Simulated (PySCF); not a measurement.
C5H15AlSi, SMILES C[SiH]([CH2][Al]([CH3])[CH3])C at its GFN2-xTB optimised geometry (Å):

```
22

Si     1.2553    -0.6794     0.0000
C      3.1615    -0.6794     0.0000
C      0.6377     1.1215     0.0000
C      0.5352    -1.5245    -1.5506
Al    -1.2355    -0.7107    -2.0005
C     -2.7702    -1.0125    -0.7652
C     -1.4097     0.3980    -3.6480
H      0.7873    -1.3358     1.2384
H      3.5597    -0.1640    -0.8695
H      3.5542    -0.1833     0.8821
H      3.5558    -1.6907    -0.0093
H      1.0778     1.6907    -0.8139
H     -0.4439     1.1358    -0.1416
H      0.8586     1.6437     0.9250
H      0.4929    -2.6033    -1.3691
H      1.2348    -1.3900    -2.3850
H     -2.4547    -1.5242     0.1511
H     -3.2574    -0.0815    -0.4548
H     -3.5597    -1.6274    -1.2107
H     -0.7027     1.2343    -3.6764
H     -1.2279    -0.1800    -4.5610
H     -2.4118     0.8302    -3.7464
```

Calculation: PBE0/def2-SVP (PySCF). Cells within 0.4 Å of a nucleus heavier than hydrogen are left out (blank, or x).

Map of the HOMO−1 amplitude (bohr^(-3/2)) on the plane z = 0.0 Å; orbital energy -7.57 eV, overall sign arbitrary:

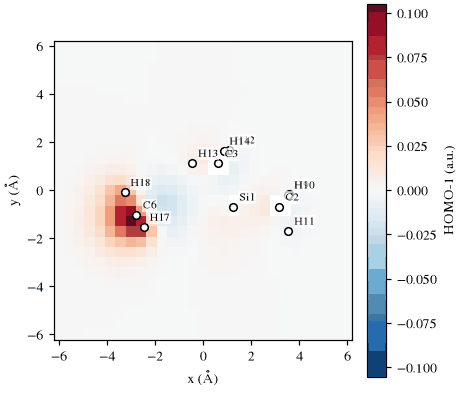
HOMO−1 amplitude (bohr^(-3/2)) on the plane z = 0.0 Å.
